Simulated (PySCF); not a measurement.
**C₅H₁₄FPSi (SMILES CC(C)(CF)C[SiH2]P): density, localisation and related maps**

```xyz
22

C    -0.6630    1.0390    1.0900
C    -0.8743    0.1146   -0.1084
C    -2.1962    0.4675   -0.8010
C    -0.9533   -1.3244    0.4078
F    -1.0199   -2.2217   -0.6317
C     0.2731    0.2603   -1.1181
Si    1.9666   -0.5230   -0.7042
P     2.6630   -0.1085    1.3918
H     0.2768    0.8138    1.5936
H    -0.6397    2.0766    0.7647
H    -1.4704    0.9244    1.8106
H    -3.0200    0.4519   -0.0901
H    -2.4103   -0.2495   -1.5904
H    -2.1408    1.4600   -1.2416
H    -1.8539   -1.4806    1.0112
H    -0.0651   -1.5853    0.9939
H    -0.0410   -0.2008   -2.0560
H     0.4056    1.3233   -1.3308
H     1.9315   -1.9841   -0.8191
H     2.9134    0.0064   -1.6986
H     2.9357    1.2315    1.1853
H     3.9717   -0.4721    1.1389
```

Geometry: GFN2-xTB.

These are results of PySCF, PBE0/pcSseg-1, SCF density, gas phase, non-relativistic, not measurements.

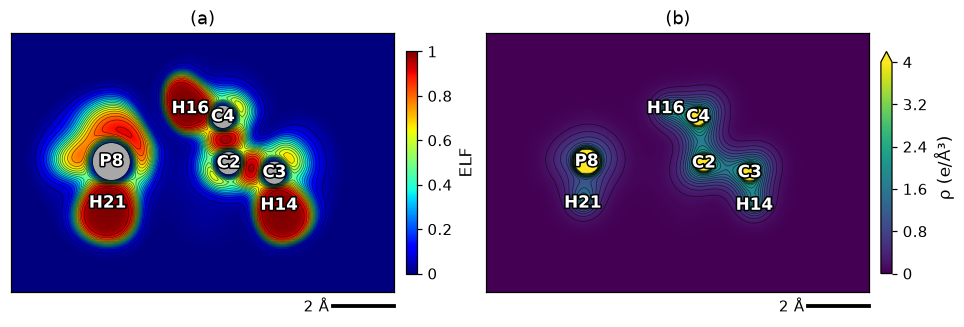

Figure 1. (a) ELF; (b) electron density on the plane of atoms C3, C2 and C4. Grey discs cover the atomic cores in the ELF map.

Question: Read the bonding off the picture.

Answer:
- Atoms in the plane: C, P and H.
- C–C (1.53 Å): ρ is about 1.6 e/Å³ halfway; the ELF peaks at about 0.95 between the atoms (localised, covalent bonding).
- C–H (1.09 Å): the density is about 2 e/Å³ at the midpoint; the ELF climbs to about 1 towards the hydrogen, as it does in any bond to H: a covalent bond by its length.
- P–H (1.38 Å): ρ at the midpoint is about 1.1 e/Å³; the ELF climbs to about 1 towards the hydrogen.
- The ELF also peaks beside P8, away from the bonds: lone-pair regions.

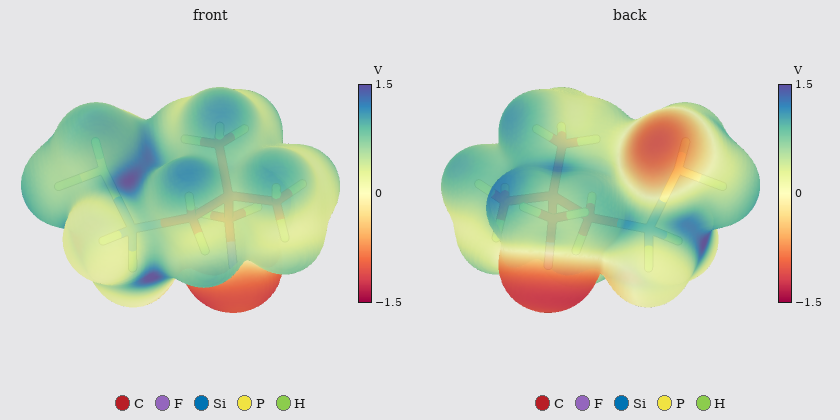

Figure 2. The molecular electrostatic potential painted on the density surface at 0.004 e/bohr³, seen from the front and from behind; the colour scale runs from red (negative) to blue (positive).

Question: Which sites attract a positive test charge, and which a negative one?

Answer: A positive charge is drawn to the negative regions and a negative charge to the positive ones. The most negative region (about −1.2 V, or −28 kcal/mol for a unit charge) lies over F5, the most positive (about +1.5 V, or +35 kcal/mol for a unit charge) over Si7.

Question: How polar is the molecule by this calculation?

Answer: Its dipole moment is 1.75 D.
